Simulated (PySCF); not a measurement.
**O2S, SMILES `O=S=O`: what the electrons do**

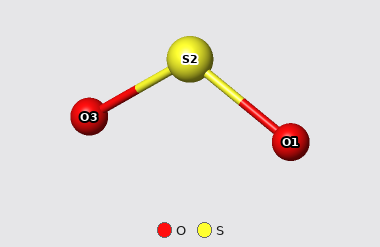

The molecule, with its atoms numbered as below. No frequency check shows the geometry to be a minimum.

Coordinates in Å:

```
O1       1.2186   -0.3781    0.0000
S2       0.0000    0.3781    0.0000
O3      -1.2186   -0.3781    0.0000
```

### 1. In an electric field

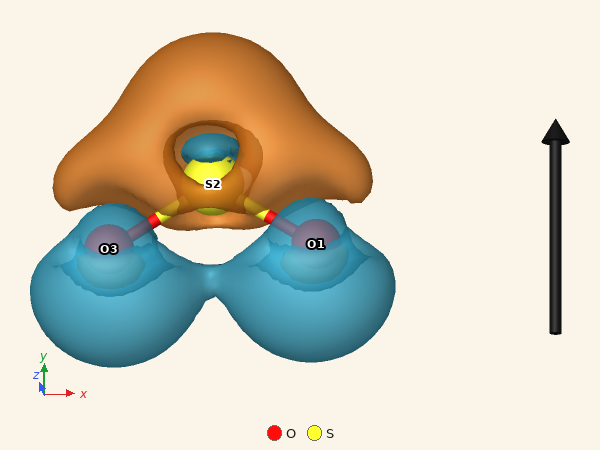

Change of the electron density in a uniform field of 0.21 V/Å along +y (arrow), surfaces at ±0.001 e/Å³ (light blue: gain, orange: loss).

Level of theory: B3LYP/def2-SVPD (PySCF), at a geometry from GFN2-xTB.

Question: What dipole is induced, and what polarisability does it imply?

Answer: The induced dipole is 0.23 D (along the field); α along this axis, from the fields in both directions, is 23 bohr³ (3.4 Å³).

Question: Which atoms gain and lose the most charge?

Answer: Electrons gather most on O1 and O3 alike (Hirshfeld charge changes by −0.007 e) and leave S2 most (+0.014 e); 0.024 electrons are displaced in all.

### 2. Localised orbitals

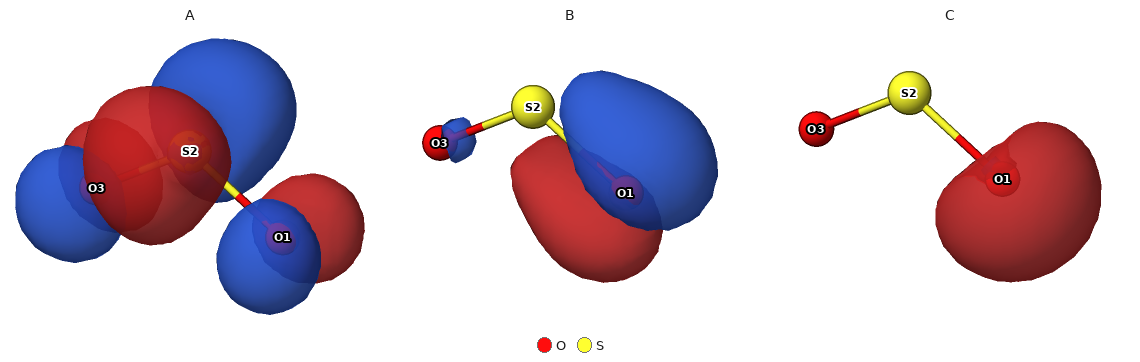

Intrinsic bond orbitals (IBO), occupied and valence-virtual; each surface holds about 85 % of the orbital's density. Energies are diagonal elements of the Fock matrix.

Level of theory: BLYP/def2-SVP (PySCF), at a geometry from GFN2-xTB.

Question: Identify each orbital.

Answer: By panel:
- A: delocalised π* orbital mainly over S2, O1 and O3 (S2 48 %, O1 26 %, O3 26 %; −3.6 eV)
- B: lone pair on O1 (p-type) (O1 92 %, S2 7 %; −9.0 eV)
- C: lone pair on O1 (sp0.5-type) (O1 100 %; −15.2 eV)

### 3. The π system

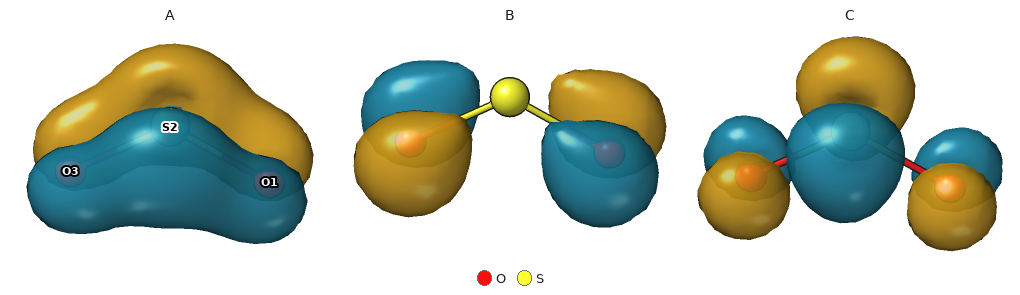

Natural orbitals of the π active space, CASSCF(4,3), singlet state, in random order.

Level of theory: 6-31+G* basis (PySCF), at a geometry from GFN2-xTB.

Question: Which orbitals are strongly, which singly and which weakly occupied?

Answer: Strongly: A (1.99), B (1.93). Weakly: C (0.09). Broadly, orbitals with more nodes between bonded atoms hold fewer electrons.

Question: How multiconfigurational is the state?

Answer: The leading determinant weighs 0.96; the effective number of unpaired electrons, Σ n²(2−n)², is 0.05; the most occupied of the weakly occupied orbitals holds 0.09 e, as in an ordinary closed-shell π system. The active space lowers the energy by 0.90 eV against Hartree–Fock.

Question: Where does the lowest triplet lie relative to the singlet, at this geometry and within this active space?

Answer: 5.15 eV above it by strongly contracted NEVPT2 (+3.61 eV by CASSCF); a small basis tends to put such gaps a few tenths of an eV too high. This is a vertical energy for π states alone; a state that uses lone pairs or σ orbitals may lie lower.

The PySCF runs shown took 5.5 s, 2 s and 4.8 s on 1 thread of Arm Neoverse V2 (shared host).
